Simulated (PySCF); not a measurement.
# AlF: bond curves at several levels of theory

What are the lowest state that PBE0 finds, the bond length, vibrational wavenumber and bond energy of AlF, and how much do these hang on the method?

The runs use PySCF 2.14.0; Al def2-TZVPPD, F def2-TZVPPD, no relativity.

## Step 1: Input

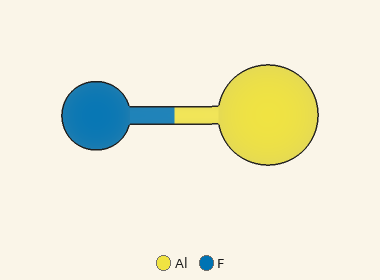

The two atoms at the starting distance (aluminium yellow, fluorine blue).

Settings of the job:

| Quantity | Value |
| --- | --- |
| atoms | Al, F |
| charge | 0 |
| basis | Al def2-TZVPPD, F def2-TZVPPD |
| Hamiltonian | no relativity |
| basis functions | 88 |
| electrons treated | 22 |
| masses in u | 26.9815, 18.9984 |
| levels | PBE0, PBE, r²SCAN, PBEsol, BLYP, MN15, TPSS, M06-2X, ωB97X-V, HF, MP2, SCS-MP2, CCSD, CCSD(T) |
| grid | 80 radial by 434 angular points |
| occupations | held fixed by the projection of orbital angular momentum |
| dissociation limit | Al + F, each in its ground configuration |
| starting distance in angstrom | 1.810 |
| values of 2S to try | 0, 2 |

On the command line:

```console
$ OMP_NUM_THREADS=2 python dia.py task.json out
```

The job searches for the state first and then visits each distance with every level. Its results follow level by level.

## Step 2: State search with unrestricted PBE0

At the starting distance of 1.810 Å the search finds these solutions (others can lie among them):

```tsv
2Ms+1	unpaired	term	E (eV)	⟨S²⟩	⟨Lz²⟩	μ (D)
1	none	¹Σ⁺	0.00	0.00	0.00	-2.30
3	σ ↑, π ↑	³Π	3.15	2.00	1.00	-2.51
1	σ ↑, π ↓	not assigned	4.00	1.00	1.01	-2.23
3	σ ↑↑	³Σ⁺	5.23	2.00	0.00	-1.68
3	σ ↑, δ ↑	³Δ	7.80	2.00	4.00	-2.89
3	π ↑↑	not assigned	7.84	2.02	2.02	2.62
3	π ↑↑	not assigned	7.99	2.01	2.02	2.75
```

A term symbol stands only where ⟨S²⟩ and ⟨Lz²⟩ are near those of a pure state. A positive dipole means Al(−)F(+).

The most promising solutions are followed along the bond (rough minima from three points):

```tsv
2Ms+1	unpaired	R at minimum (Å)	energy at minimum (eV)
1	none	1.67	0.00
3	σ ↑, π ↑	1.66	3.12
```

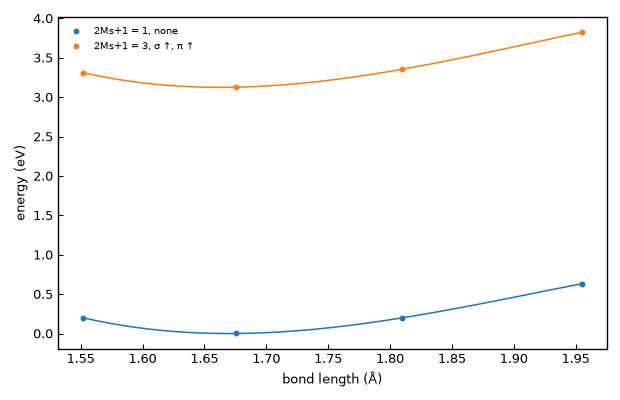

The followed solutions along the bond.

The search made 7 SCF attempts at the starting distance; with the short scans it took 10 s of wall time (2 threads of Arm Neoverse V2, shared host).

## Step 3: PBE0 along the bond

State followed: ¹Σ⁺ (singlet), closed shell. The scan is laid around 1.671 Å.

Output of the SCF at 1.671 Å:

```text
******** <class 'pyscf.dft.uks_symm.SymAdaptedUKS'> ********
method = SymAdaptedUKS
initial guess = minao
damping factor = 0
level_shift factor = 0
DIIS = <class 'pyscf.scf.diis.CDIIS'>
diis_start_cycle = 1
diis_space = 10
diis_damp = 0
SCF conv_tol = 1e-09
SCF conv_tol_grad = None
SCF max_cycles = 60
direct_scf = False
max_memory 4900 MB (current use 493 MB)
number electrons alpha = 11  beta = 11
XC library pyscf.dft.libxc version 7.0.0
    S. Lehtola, C. Steigemann, M. J.T. Oliveira, and M. A.L. Marques.,  SoftwareX 7, 1–5 (2018)
XC functionals = PBE0
    C. Adamo and V. Barone.,  J. Chem. Phys. 110, 6158 (1999)
    M. Ernzerhof and G. E. Scuseria.,  J. Chem. Phys. 110, 5029 (1999)
small_rho_cutoff = 0
Overwritten attributes  get_hcore get_jk get_j get_occ get_k  of <class 'pyscf.dft.uks_symm.SymAdaptedUKS'>
<class 'pyscf.dft.uks_symm.SymAdaptedUKS'> does not have attributes  refdm
Set gradient conv threshold to 3.16228e-05
init E= -342.174635030274
cycle= 1 E= -342.174695153431  delta_E= -6.01e-05  |g|= 0.00147  |ddm|= 0.00598
cycle= 2 E= -342.17469447709  delta_E= 6.76e-07  |g|= 0.00226  |ddm|= 0.00191
cycle= 3 E= -342.174695984349  delta_E= -1.51e-06  |g|= 0.000235  |ddm|= 0.000946
cycle= 4 E= -342.174695995005  delta_E= -1.07e-08  |g|= 5.31e-05  |ddm|= 0.00011
cycle= 5 E= -342.174695995922  delta_E= -9.18e-10  |g|= 3.44e-06  |ddm|= 3.28e-05
Extra cycle  E= -342.174695995922  delta_E= -1.14e-13  |g|= 3.84e-06  |ddm|= 3.39e-06
converged SCF energy = -342.174695995922  <S^2> = -5.3290705e-15  2S+1 = 1
```

The curve and what changes along it:

```tsv
R (Å)	E (eV)	μ (D)	Mulliken charge of Al (e)	Mayer bond order	⟨S²⟩	HOMO (eV)	LUMO (eV)
1.4371	1.0415	-0.33	0.19	1.14	0.00	-6.77	-1.00
1.5039	0.4500	-0.64	0.20	1.10	0.00	-6.89	-1.11
1.5707	0.1342	-0.97	0.22	1.03	0.00	-7.01	-1.21
1.6209	0.0264	-1.23	0.25	0.97	0.00	-7.10	-1.30
1.6710	0.0000	-1.50	0.28	0.92	0.00	-7.20	-1.38
1.7211	0.0346	-1.78	0.31	0.86	0.00	-7.29	-1.46
1.7880	0.1495	-2.17	0.36	0.79	0.00	-7.41	-1.57
1.8715	0.3669	-2.67	0.42	0.72	0.00	-7.57	-1.70
1.9718	0.6904	-3.28	0.48	0.64	0.00	-7.73	-1.86
2.1055	1.1668	-4.12	0.56	0.56	0.00	-7.90	-2.07
```

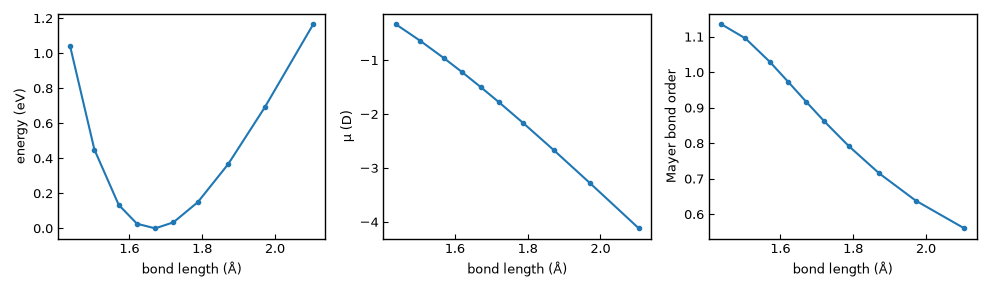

PBE0 along the bond.

The fit gives Re = 1.665 Å, ωe = 780 cm⁻¹, ωexe = 4.71 cm⁻¹, αe = 0.00499 cm⁻¹, Be = 0.5452 cm⁻¹, De = 6.77 eV, μ = -1.47 D.

Orbitals nearest the gap at 1.671 Å:

```tsv
spin	orbital	ε (eV)	filled	made of
both	σ	-31.77	yes	F s 91 %
both	σ	-12.84	yes	F p 78 %, Al s 15 %
both	π	-11.39	yes	F p 94 %
both	π	-11.39	yes	F p 94 %
both	σ	-7.20	yes	Al s 80 %, Al p 14 %
both	π	-1.38	no	Al p 96 %
both	π	-1.38	no	Al p 96 %
both	σ	0.25	no	Al p 103 %, Al s 28 %, Al d 12 %
```

Polarisability there: 36.1 bohr³ along the bond, 41.4 across it.

## Step 4: PBE

Log of the SCF at 1.671 Å:

```text
******** <class 'pyscf.dft.uks_symm.SymAdaptedUKS'> ********
method = SymAdaptedUKS
initial guess = minao
damping factor = 0
level_shift factor = 0
DIIS = <class 'pyscf.scf.diis.CDIIS'>
diis_start_cycle = 1
diis_space = 10
diis_damp = 0
SCF conv_tol = 1e-09
SCF conv_tol_grad = None
SCF max_cycles = 60
direct_scf = False
max_memory 4900 MB (current use 491 MB)
number electrons alpha = 11  beta = 11
XC library pyscf.dft.libxc version 7.0.0
    S. Lehtola, C. Steigemann, M. J.T. Oliveira, and M. A.L. Marques.,  SoftwareX 7, 1–5 (2018)
XC functionals = PBE
    J. P. Perdew, K. Burke, and M. Ernzerhof.,  Phys. Rev. Lett. 77, 3865 (1996)
    J. P. Perdew, K. Burke, and M. Ernzerhof.,  Phys. Rev. Lett. 78, 1396 (1997)
    J. P. Perdew, K. Burke, and M. Ernzerhof.,  Phys. Rev. Lett. 77, 3865 (1996)
    J. P. Perdew, K. Burke, and M. Ernzerhof.,  Phys. Rev. Lett. 78, 1396 (1997)
small_rho_cutoff = 0
Set gradient conv threshold to 3.16228e-05
init E= -342.155203731975
cycle= 1 E= -342.156159251084  delta_E= -0.000956  |g|= 0.0508  |ddm|= 0.091
cycle= 2 E= -342.151966332004  delta_E= 0.00419  |g|= 0.129  |ddm|= 0.08
cycle= 3 E= -342.157104866009  delta_E= -0.00514  |g|= 0.00798  |ddm|= 0.0502
cycle= 4 E= -342.157127886715  delta_E= -2.3e-05  |g|= 0.000869  |ddm|= 0.00399
cycle= 5 E= -342.157128124019  delta_E= -2.37e-07  |g|= 4.94e-05  |ddm|= 0.000422
cycle= 6 E= -342.157128124945  delta_E= -9.26e-10  |g|= 7.84e-06  |ddm|= 6.13e-05
Extra cycle  E= -342.157128124963  delta_E= -1.85e-11  |g|= 6.01e-06  |ddm|= 2.27e-05
converged SCF energy = -342.157128124963  <S^2> = -5.3290705e-15  2S+1 = 1
```

Re = 1.686 Å, ωe = 742 cm⁻¹, ωexe = 4.57 cm⁻¹, αe = 0.00501 cm⁻¹, Be = 0.5317 cm⁻¹, De = 7.05 eV, μ = -1.55 D. 13 s of CPU time for 12 points, integrals apart.

## Step 5: r²SCAN (meta-GGA)

The SCF at the reference distance, 1.671 Å, printed:

```text
******** <class 'pyscf.dft.uks_symm.SymAdaptedUKS'> ********
method = SymAdaptedUKS
initial guess = minao
damping factor = 0
level_shift factor = 0
DIIS = <class 'pyscf.scf.diis.CDIIS'>
diis_start_cycle = 1
diis_space = 10
diis_damp = 0
SCF conv_tol = 1e-09
SCF conv_tol_grad = None
SCF max_cycles = 60
direct_scf = False
max_memory 4900 MB (current use 491 MB)
number electrons alpha = 11  beta = 11
XC library pyscf.dft.libxc version 7.0.0
    S. Lehtola, C. Steigemann, M. J.T. Oliveira, and M. A.L. Marques.,  SoftwareX 7, 1–5 (2018)
XC functionals = R2SCAN
    J. W. Furness, A. D. Kaplan, J. Ning, J. P. Perdew, and J. Sun.,  J. Phys. Chem. Lett. 11, 8208-8215 (2020)
    J. W. Furness, A. D. Kaplan, J. Ning, J. P. Perdew, and J. Sun.,  J. Phys. Chem. Lett. 11, 9248-9248 (2020)
    J. W. Furness, A. D. Kaplan, J. Ning, J. P. Perdew, and J. Sun.,  J. Phys. Chem. Lett. 11, 8208-8215 (2020)
    J. W. Furness, A. D. Kaplan, J. Ning, J. P. Perdew, and J. Sun.,  J. Phys. Chem. Lett. 11, 9248-9248 (2020)
small_rho_cutoff = 0
Set gradient conv threshold to 3.16228e-05
init E= -342.311890316029
cycle= 1 E= -342.312373968693  delta_E= -0.000484  |g|= 0.00642  |ddm|= 0.107
cycle= 2 E= -342.312377554246  delta_E= -3.59e-06  |g|= 0.00467  |ddm|= 0.00907
cycle= 3 E= -342.31238081603  delta_E= -3.26e-06  |g|= 0.00334  |ddm|= 0.0038
cycle= 4 E= -342.312384043373  delta_E= -3.23e-06  |g|= 0.000381  |ddm|= 0.00152
cycle= 5 E= -342.312384089323  delta_E= -4.6e-08  |g|= 5.07e-05  |ddm|= 0.000631
cycle= 6 E= -342.312384090395  delta_E= -1.07e-09  |g|= 5.77e-06  |ddm|= 0.000169
cycle= 7 E= -342.312384090417  delta_E= -2.23e-11  |g|= 9.89e-07  |ddm|= 3.46e-05
Extra cycle  E= -342.312384090417  delta_E= 5.68e-13  |g|= 1.61e-06  |ddm|= 1.2e-05
converged SCF energy = -342.312384090417  <S^2> = -7.1054274e-15  2S+1 = 1
```

Re = 1.666 Å, ωe = 783 cm⁻¹, ωexe = 4.64 cm⁻¹, αe = 0.00493 cm⁻¹, Be = 0.5449 cm⁻¹, De = 6.89 eV, μ = -1.35 D. 19 s of CPU time for 12 points, integrals apart.

## Step 6: PBEsol

Log of the SCF at 1.671 Å:

```text
******** <class 'pyscf.dft.uks_symm.SymAdaptedUKS'> ********
method = SymAdaptedUKS
initial guess = minao
damping factor = 0
level_shift factor = 0
DIIS = <class 'pyscf.scf.diis.CDIIS'>
diis_start_cycle = 1
diis_space = 10
diis_damp = 0
SCF conv_tol = 1e-09
SCF conv_tol_grad = None
SCF max_cycles = 60
direct_scf = False
max_memory 4900 MB (current use 510 MB)
number electrons alpha = 11  beta = 11
XC library pyscf.dft.libxc version 7.0.0
    S. Lehtola, C. Steigemann, M. J.T. Oliveira, and M. A.L. Marques.,  SoftwareX 7, 1–5 (2018)
XC functionals = PBEsol
    J. P. Perdew, A. Ruzsinszky, G. I. Csonka, O. A. Vydrov, G. E. Scuseria, L. A. Constantin, X. Zhou, and K. Burke.,  Phys. Rev. Lett. 100, 136406 (2008)
    J. P. Perdew, A. Ruzsinszky, G. I. Csonka, O. A. Vydrov, G. E. Scuseria, L. A. Constantin, X. Zhou, and K. Burke.,  Phys. Rev. Lett. 100, 136406 (2008)
small_rho_cutoff = 0
Set gradient conv threshold to 3.16228e-05
init E= -341.378042182547
cycle= 1 E= -341.378331098003  delta_E= -0.000289  |g|= 0.0867  |ddm|= 0.0942
cycle= 2 E= -341.368186325757  delta_E= 0.0101  |g|= 0.203  |ddm|= 0.121
cycle= 3 E= -341.380753078179  delta_E= -0.0126  |g|= 0.00828  |ddm|= 0.0813
cycle= 4 E= -341.380766703455  delta_E= -1.36e-05  |g|= 0.00134  |ddm|= 0.0032
cycle= 5 E= -341.380767329049  delta_E= -6.26e-07  |g|= 0.000361  |ddm|= 0.00106
cycle= 6 E= -341.380767377422  delta_E= -4.84e-08  |g|= 1.98e-05  |ddm|= 0.000249
cycle= 7 E= -341.380767377549  delta_E= -1.27e-10  |g|= 4.43e-06  |ddm|= 2.39e-05
Extra cycle  E= -341.380767377519  delta_E= 2.98e-11  |g|= 1.06e-05  |ddm|= 6.87e-06
converged SCF energy = -341.380767377519  <S^2> = -7.1054274e-15  2S+1 = 1
```

Re = 1.677 Å, ωe = 756 cm⁻¹, ωexe = 4.60 cm⁻¹, αe = 0.00501 cm⁻¹, Be = 0.5379 cm⁻¹, De = 7.33 eV, μ = -1.48 D. 8 s of CPU time for 12 points, integrals apart.

## Step 7: BLYP (GGA)

Log of the SCF at 1.671 Å:

```text
******** <class 'pyscf.dft.uks_symm.SymAdaptedUKS'> ********
method = SymAdaptedUKS
initial guess = minao
damping factor = 0
level_shift factor = 0
DIIS = <class 'pyscf.scf.diis.CDIIS'>
diis_start_cycle = 1
diis_space = 10
diis_damp = 0
SCF conv_tol = 1e-09
SCF conv_tol_grad = None
SCF max_cycles = 60
direct_scf = False
max_memory 4900 MB (current use 510 MB)
number electrons alpha = 11  beta = 11
XC library pyscf.dft.libxc version 7.0.0
    S. Lehtola, C. Steigemann, M. J.T. Oliveira, and M. A.L. Marques.,  SoftwareX 7, 1–5 (2018)
XC functionals = BLYP
    A. D. Becke.,  Phys. Rev. A 38, 3098 (1988)
    C. Lee, W. Yang, and R. G. Parr.,  Phys. Rev. B 37, 785 (1988)
    B. Miehlich, A. Savin, H. Stoll, and H. Preuss.,  Chem. Phys. Lett. 157, 200 (1989)
small_rho_cutoff = 0
Set gradient conv threshold to 3.16228e-05
init E= -342.391405286432
cycle= 1 E= -342.39472607242  delta_E= -0.00332  |g|= 0.0275  |ddm|= 0.163
cycle= 2 E= -342.393230126214  delta_E= 0.0015  |g|= 0.0766  |ddm|= 0.0509
cycle= 3 E= -342.395062242487  delta_E= -0.00183  |g|= 0.00957  |ddm|= 0.0278
cycle= 4 E= -342.395098304071  delta_E= -3.61e-05  |g|= 0.000295  |ddm|= 0.00585
cycle= 5 E= -342.395098352104  delta_E= -4.8e-08  |g|= 6.46e-05  |ddm|= 0.000634
cycle= 6 E= -342.395098352882  delta_E= -7.77e-10  |g|= 1.08e-05  |ddm|= 7.43e-05
Extra cycle  E= -342.395098352885  delta_E= -3.75e-12  |g|= 7.95e-06  |ddm|= 8.32e-06
converged SCF energy = -342.395098352885  <S^2> = -1.0658141e-14  2S+1 = 1
```

Re = 1.692 Å, ωe = 731 cm⁻¹, ωexe = 4.58 cm⁻¹, αe = 0.00503 cm⁻¹, Be = 0.5279 cm⁻¹, De = 7.03 eV, μ = -1.67 D. 7.8 s of CPU time for 12 points, integrals apart.

## Step 8: MN15

The SCF at the reference distance, 1.671 Å, printed:

```text
******** <class 'pyscf.dft.uks_symm.SymAdaptedUKS'> ********
method = SymAdaptedUKS
initial guess = minao
damping factor = 0
level_shift factor = 0
DIIS = <class 'pyscf.scf.diis.CDIIS'>
diis_start_cycle = 1
diis_space = 10
diis_damp = 0
SCF conv_tol = 1e-09
SCF conv_tol_grad = None
SCF max_cycles = 60
direct_scf = False
max_memory 4900 MB (current use 510 MB)
number electrons alpha = 11  beta = 11
XC library pyscf.dft.libxc version 7.0.0
    S. Lehtola, C. Steigemann, M. J.T. Oliveira, and M. A.L. Marques.,  SoftwareX 7, 1–5 (2018)
XC functionals = MN15
    H. S. Yu, X. He, S. L. Li, and D. G. Truhlar.,  Chem. Sci. 7, 5032-5051 (2016)
    H. S. Yu, X. He, S. L. Li, and D. G. Truhlar.,  Chem. Sci. 7, 5032-5051 (2016)
small_rho_cutoff = 0
Set gradient conv threshold to 3.16228e-05
init E= -342.196797879797
cycle= 1 E= -342.213781513343  delta_E= -0.017  |g|= 0.037  |ddm|= 0.212
cycle= 2 E= -342.213641927731  delta_E= 0.00014  |g|= 0.037  |ddm|= 0.0518
cycle= 3 E= -342.213973319021  delta_E= -0.000331  |g|= 0.0111  |ddm|= 0.0177
cycle= 4 E= -342.214005189582  delta_E= -3.19e-05  |g|= 0.00108  |ddm|= 0.00619
cycle= 5 E= -342.214005400007  delta_E= -2.1e-07  |g|= 0.000128  |ddm|= 0.00315
cycle= 6 E= -342.214005416673  delta_E= -1.67e-08  |g|= 2.21e-05  |ddm|= 0.00173
cycle= 7 E= -342.214005417903  delta_E= -1.23e-09  |g|= 5.91e-06  |ddm|= 0.000505
cycle= 8 E= -342.214005417945  delta_E= -4.16e-11  |g|= 9.27e-07  |ddm|= 8.61e-05
Extra cycle  E= -342.214005417945  delta_E= -3.41e-13  |g|= 8.4e-07  |ddm|= 7.73e-06
converged SCF energy = -342.214005417945  <S^2> = -7.1054274e-15  2S+1 = 1
```

Re = 1.667 Å, ωe = 779 cm⁻¹, ωexe = 4.62 cm⁻¹, αe = 0.00493 cm⁻¹, Be = 0.5439 cm⁻¹, De = 7.24 eV, μ = -1.55 D. 26 s of CPU time for 12 points, integrals apart.

## Step 9: TPSS

Output of the SCF at 1.671 Å:

```text
******** <class 'pyscf.dft.uks_symm.SymAdaptedUKS'> ********
method = SymAdaptedUKS
initial guess = minao
damping factor = 0
level_shift factor = 0
DIIS = <class 'pyscf.scf.diis.CDIIS'>
diis_start_cycle = 1
diis_space = 10
diis_damp = 0
SCF conv_tol = 1e-09
SCF conv_tol_grad = None
SCF max_cycles = 60
direct_scf = False
max_memory 4900 MB (current use 512 MB)
number electrons alpha = 11  beta = 11
XC library pyscf.dft.libxc version 7.0.0
    S. Lehtola, C. Steigemann, M. J.T. Oliveira, and M. A.L. Marques.,  SoftwareX 7, 1–5 (2018)
XC functionals = TPSS
    J. Tao, J. P. Perdew, V. N. Staroverov, and G. E. Scuseria.,  Phys. Rev. Lett. 91, 146401 (2003)
    J. P. Perdew, J. Tao, V. N. Staroverov, and G. E. Scuseria.,  J. Chem. Phys. 120, 6898 (2004)
    J. Tao, J. P. Perdew, V. N. Staroverov, and G. E. Scuseria.,  Phys. Rev. Lett. 91, 146401 (2003)
    J. P. Perdew, J. Tao, V. N. Staroverov, and G. E. Scuseria.,  J. Chem. Phys. 120, 6898 (2004)
small_rho_cutoff = 0
Set gradient conv threshold to 3.16228e-05
init E= -342.405614411403
cycle= 1 E= -342.406141503869  delta_E= -0.000527  |g|= 0.0253  |ddm|= 0.0849
cycle= 2 E= -342.405090203779  delta_E= 0.00105  |g|= 0.0646  |ddm|= 0.045
cycle= 3 E= -342.406410431572  delta_E= -0.00132  |g|= 0.00567  |ddm|= 0.0251
cycle= 4 E= -342.406423997066  delta_E= -1.36e-05  |g|= 0.000306  |ddm|= 0.00396
cycle= 5 E= -342.406424039331  delta_E= -4.23e-08  |g|= 4.59e-05  |ddm|= 0.00034
cycle= 6 E= -342.406424040082  delta_E= -7.51e-10  |g|= 6.51e-06  |ddm|= 3.87e-05
Extra cycle  E= -342.40642404006  delta_E= 2.26e-11  |g|= 1.08e-05  |ddm|= 9.71e-06
converged SCF energy = -342.40642404006  <S^2> = -5.3290705e-15  2S+1 = 1
```

Re = 1.681 Å, ωe = 754 cm⁻¹, ωexe = 4.53 cm⁻¹, αe = 0.00493 cm⁻¹, Be = 0.5353 cm⁻¹, De = 6.86 eV, μ = -1.41 D. 19 s of CPU time for 12 points, integrals apart.

## Step 10: M06-2X (hybrid meta-GGA)

The SCF at the reference distance, 1.671 Å, printed:

```text
******** <class 'pyscf.dft.uks_symm.SymAdaptedUKS'> ********
method = SymAdaptedUKS
initial guess = minao
damping factor = 0
level_shift factor = 0
DIIS = <class 'pyscf.scf.diis.CDIIS'>
diis_start_cycle = 1
diis_space = 10
diis_damp = 0
SCF conv_tol = 1e-09
SCF conv_tol_grad = None
SCF max_cycles = 60
direct_scf = False
max_memory 4900 MB (current use 512 MB)
number electrons alpha = 11  beta = 11
XC library pyscf.dft.libxc version 7.0.0
    S. Lehtola, C. Steigemann, M. J.T. Oliveira, and M. A.L. Marques.,  SoftwareX 7, 1–5 (2018)
XC functionals = M062X
    Y. Zhao and D. G. Truhlar.,  Theor. Chem. Acc. 120, 215 (2008)
    Y. Zhao and D. G. Truhlar.,  Theor. Chem. Acc. 120, 215 (2008)
small_rho_cutoff = 0
Set gradient conv threshold to 3.16228e-05
init E= -342.335901256671
cycle= 1 E= -342.337510442877  delta_E= -0.00161  |g|= 0.00854  |ddm|= 0.166
cycle= 2 E= -342.337530443582  delta_E= -2e-05  |g|= 0.00731  |ddm|= 0.0147
cycle= 3 E= -342.337543405585  delta_E= -1.3e-05  |g|= 0.00176  |ddm|= 0.00358
cycle= 4 E= -342.337544543672  delta_E= -1.14e-06  |g|= 0.00034  |ddm|= 0.00131
cycle= 5 E= -342.33754457929  delta_E= -3.56e-08  |g|= 4.42e-05  |ddm|= 0.000288
cycle= 6 E= -342.337544580429  delta_E= -1.14e-09  |g|= 5.7e-06  |ddm|= 7.79e-05
cycle= 7 E= -342.337544580456  delta_E= -2.68e-11  |g|= 1.24e-06  |ddm|= 1.43e-05
Extra cycle  E= -342.337544580457  delta_E= -1.48e-12  |g|= 5.73e-07  |ddm|= 3.14e-06
converged SCF energy = -342.337544580457  <S^2> = -1.2434498e-14  2S+1 = 1
```

Re = 1.660 Å, ωe = 803 cm⁻¹, ωexe = 4.70 cm⁻¹, αe = 0.00480 cm⁻¹, Be = 0.5485 cm⁻¹, De = 7.10 eV, μ = -1.60 D. 25 s of CPU time for 12 points, integrals apart.

## Step 11: ωB97X-V

Log of the SCF at 1.671 Å:

```text
******** <class 'pyscf.dft.uks_symm.SymAdaptedUKS'> ********
method = SymAdaptedUKS
initial guess = minao
damping factor = 0
level_shift factor = 0
DIIS = <class 'pyscf.scf.diis.CDIIS'>
diis_start_cycle = 1
diis_space = 10
diis_damp = 0
SCF conv_tol = 1e-09
SCF conv_tol_grad = None
SCF max_cycles = 60
direct_scf = False
max_memory 4900 MB (current use 513 MB)
number electrons alpha = 11  beta = 11
XC library pyscf.dft.libxc version 7.0.0
    S. Lehtola, C. Steigemann, M. J.T. Oliveira, and M. A.L. Marques.,  SoftwareX 7, 1–5 (2018)
XC functionals = WB97X_V
    N. Mardirossian and M. Head-Gordon.,  Phys. Chem. Chem. Phys. 16, 9904-9924 (2014)
** Following is NLC and NLC Grids **
NLC functional = WB97X_V
small_rho_cutoff = 0
Set gradient conv threshold to 3.16228e-05
init E= -342.307951540446
cycle= 1 E= -342.308228323431  delta_E= -0.000277  |g|= 0.00944  |ddm|= 0.037
cycle= 2 E= -342.308231652952  delta_E= -3.33e-06  |g|= 0.0105  |ddm|= 0.00952
cycle= 3 E= -342.308260168206  delta_E= -2.85e-05  |g|= 0.000798  |ddm|= 0.00374
cycle= 4 E= -342.308260672139  delta_E= -5.04e-07  |g|= 0.000293  |ddm|= 0.00121
cycle= 5 E= -342.308260730551  delta_E= -5.84e-08  |g|= 4.65e-05  |ddm|= 0.000566
cycle= 6 E= -342.308260733825  delta_E= -3.27e-09  |g|= 9e-06  |ddm|= 0.000208
cycle= 7 E= -342.308260733947  delta_E= -1.21e-10  |g|= 2.38e-06  |ddm|= 4.73e-05
Extra cycle  E= -342.308260733954  delta_E= -7.84e-12  |g|= 1.15e-06  |ddm|= 8.16e-06
converged SCF energy = -342.308260733954  <S^2> = -1.0658141e-14  2S+1 = 1
```

Re = 1.670 Å, ωe = 779 cm⁻¹, ωexe = 4.56 cm⁻¹, αe = 0.00488 cm⁻¹, Be = 0.5419 cm⁻¹, De = 6.96 eV, μ = -1.43 D.

## Step 12: RHF

The SCF at the reference distance, 1.671 Å, printed:

```text
******** <class 'pyscf.scf.hf_symm.SymAdaptedRHF'> ********
method = SymAdaptedRHF
initial guess = minao
damping factor = 0
level_shift factor = 0
DIIS = <class 'pyscf.scf.diis.CDIIS'>
diis_start_cycle = 1
diis_space = 10
diis_damp = 0
SCF conv_tol = 1e-09
SCF conv_tol_grad = None
SCF max_cycles = 60
direct_scf = False
max_memory 4900 MB (current use 600 MB)
Overwritten attributes  get_hcore get_jk get_j get_occ get_k  of <class 'pyscf.scf.hf_symm.SymAdaptedRHF'>
<class 'pyscf.scf.hf_symm.SymAdaptedRHF'> does not have attributes  refdm
Set gradient conv threshold to 3.16228e-05
init E= -341.463886487321
cycle= 1 E= -341.475175804302  delta_E= -0.0113  |g|= 0.0479  |ddm|= 0.202
cycle= 2 E= -341.475585825832  delta_E= -0.00041  |g|= 0.0181  |ddm|= 0.0382
cycle= 3 E= -341.475654399038  delta_E= -6.86e-05  |g|= 0.00831  |ddm|= 0.0137
cycle= 4 E= -341.475670276208  delta_E= -1.59e-05  |g|= 0.0012  |ddm|= 0.00831
cycle= 5 E= -341.475671503689  delta_E= -1.23e-06  |g|= 0.000197  |ddm|= 0.00466
cycle= 6 E= -341.475671528268  delta_E= -2.46e-08  |g|= 5.79e-05  |ddm|= 0.000667
cycle= 7 E= -341.475671530087  delta_E= -1.82e-09  |g|= 8.93e-06  |ddm|= 0.00014
cycle= 8 E= -341.475671530122  delta_E= -3.5e-11  |g|= 1.72e-06  |ddm|= 3.1e-05
Extra cycle  E= -341.475671530122  delta_E= -3.41e-13  |g|= 5.17e-07  |ddm|= 8.23e-06
converged SCF energy = -341.475671530122
```

Re = 1.642 Å, ωe = 831 cm⁻¹, ωexe = 4.99 cm⁻¹, αe = 0.00497 cm⁻¹, Be = 0.5605 cm⁻¹, De = 5.16 eV, μ = -1.27 D. 4.3 s of CPU time for 12 points, integrals apart.

(Part 1 of 2 ends here.)
